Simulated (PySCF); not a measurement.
**BH2F− (SMILES [BH2-]F) at 6 levels**

Wanted: a comparison of 6 runs (U-wB97X-V/STO-6G, UB2PLYP/STO-6G, UM06-2X/STO-6G, UPBE/STO-6G, UPBE0/STO-6G, USVWN5/STO-6G) of BH2F−. 

Program for the calculation: PySCF 2.14.0.

10 further runs of the same task are left out: 10 set aside as unsound or not needed.

**1. The system as given**

The species is BH2F− (4 atoms), meant as a doublet with charge -1. As SMILES, `[BH2-]F`. The B1–H3 distance was set to 1.490 Å, away from the relaxed value.

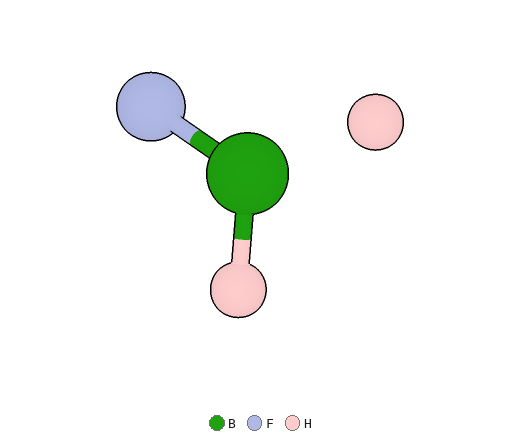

The structure, seen from a chosen angle (boron green, fluorine light blue, hydrogen pink).

**2. The energy at U-wB97X-V/STO-6G (run 1)**

The input, calc.py:

```python
from pyscf import gto, dft

mol = gto.M(
    atom='''
B      0.235188     0.816452     0.135340
F      2.348374    -0.644778     1.326964
H     -2.154930    -0.630545     0.484129
H      0.766390     1.182360    -2.120804
''',
    spin=1,
    basis='sto-6g',
    max_memory=1860,
    unit='bohr',
    verbose=3,
    charge=-1,
)

mf = dft.UKS(mol, xc='wb97x-v')
mf.nlcgrids.level = 1
mf.conv_tol = 1e-10
mf.grids.level = 5
mf.kernel()
if not mf.converged:
    mf = mf.newton().run(mf.mo_coeff, mf.mo_occ)

energy = mf.e_tot
print(f'total energy: {energy:.8f} hartree')
```

Command:

```bash
$ OMP_NUM_THREADS=1 python calc.py
```

Standard output:

```text
WARN: HOMO 0.00478058295620537 >= LUMO 0.00478058295620515

converged SCF energy = -125.073570015443  <S^2> = 0.75113561  2S+1 = 2.0011353
total energy: -125.07357002 hartree
```

Wall time 14 s (1 thread of Arm Neoverse V1, shared host); peak memory 0.18 GiB.

**3. The energy at UB2PLYP/STO-6G (run 2)**

The input, run.py:

```python
from pyscf import gto, dft, mp

molecule = gto.Mole()
molecule.atom = '''
B    0.124456   0.432048   0.071619
F    1.242706  -0.341202   0.702199
H   -1.140340  -0.333670   0.256190
H    0.405556   0.625678  -1.122281
'''
molecule.spin = 1
molecule.basis = 'sto-6g'
molecule.charge = -1
molecule.max_memory = 1860
molecule.verbose = 3
molecule.build()

mf = dft.UKS(molecule, xc='0.53*HF + 0.47*B88, 0.73*LYP')
mf.grids.level = 5
mf.conv_tol = 1e-10
mf.kernel()
if not mf.converged:
    mf = mf.newton().run(mf.mo_coeff, mf.mo_occ)

pt = mp.MP2(mf, frozen=2).run()
energy = mf.e_tot + 0.27 * pt.e_corr
print('PT2 part  %.8f' % (0.27 * pt.e_corr))
print('E = %.10f Eh' % energy)
```

Command:

```bash
$ OMP_NUM_THREADS=1 python run.py
```

Standard output:

```text
converged SCF energy = -124.917682633829  <S^2> = 0.75188099  2S+1 = 2.0018801
E(UMP2) = -124.986359512699  E_corr = -0.0686768788696428
E(SCS-UMP2) = -124.993401502711  E_corr = -0.0757188688818755
PT2 part  -0.01854276
E = -124.9362253911 Eh
```

Wall time 3.3 s (1 thread of Arm Neoverse V1, shared host); peak memory 0.18 GiB.

Runs 3 to 5 aren't shown in full; the table further down has their settings and results.

**4. A single-point energy at USVWN5/STO-6G (run 6)**

The input, run.py:

```python
from pyscf import gto, dft

molecule = gto.Mole()
molecule.atom = [
    ('B', (0.124456, 0.432048, 0.071619)),
    ('F', (1.242706, -0.341202, 0.702199)),
    ('H', (-1.140340, -0.333670, 0.256190)),
    ('H', (0.405556, 0.625678, -1.122281)),
]
molecule.max_memory = 1860
molecule.charge = -1
molecule.basis = 'sto-6g'
molecule.spin = 1
molecule.verbose = 3
molecule.build()

myscf = dft.UKS(molecule)
myscf.xc = 'svwn'
myscf.conv_tol = 1e-10
myscf.grids.level = 5
myscf.kernel()
if not myscf.converged:
    myscf = myscf.newton().run(myscf.mo_coeff, myscf.mo_occ)

e_tot = myscf.e_tot
print(f'total energy: {e_tot:.8f} hartree')
```

Command:

```bash
$ OMP_NUM_THREADS=1 python run.py
```

Standard output:

```text
converged SCF energy = -124.12248832624  <S^2> = 0.75149956  2S+1 = 2.001499
total energy: -124.12248833 hartree
```

Run time: 2.1 s. Hardware: 1 thread of Arm Neoverse V1, shared host; peak memory 0.13 GiB.

**5. All runs side by side**

```tsv
run	level	nlc grid	frozen core orbitals	energy (Eh)	HOMO energy (eV)	LUMO energy (eV)	⟨S²⟩	wall time
1	U-wB97X-V/STO-6G	1	–	-125.073570	5.19	15.50	0.751	14 s
2	UB2PLYP/STO-6G	–	2	-124.936225	5.82	15.01	0.752	3.3 s
3	UM06-2X/STO-6G	–	–	-125.065784	6.26	14.87	0.752	4.5 s
4	UPBE/STO-6G	–	–	-124.962857	9.47	12.13	0.751	2.8 s
5	UPBE0/STO-6G	–	–	-124.987076	7.60	13.38	0.752	3 s
6	USVWN5/STO-6G	–	–	-124.122488	9.79	11.89	0.751	2.1 s
```

**6. Summary of results**

| quantity | value |
| --- | --- |
| run 6: total energy | -124.12249 Eh |
| run 6: HOMO energy (highest over α and β) | 9.79 eV |
| run 6: LUMO energy (lowest over α and β) | 11.89 eV |
| run 6: ⟨S²⟩ | 0.751 |

In words: Totals of different functionals can't be ranked against each other. In runs 1, 2, 3, 4, 5, 6 the HOMO lies above zero, so the outermost electron may be held by the basis alone. In runs 1, 2, 3, 4, 5, 6 the basis is minimal, so the values are rough. All runs together took 29 s, the longest 14 s.
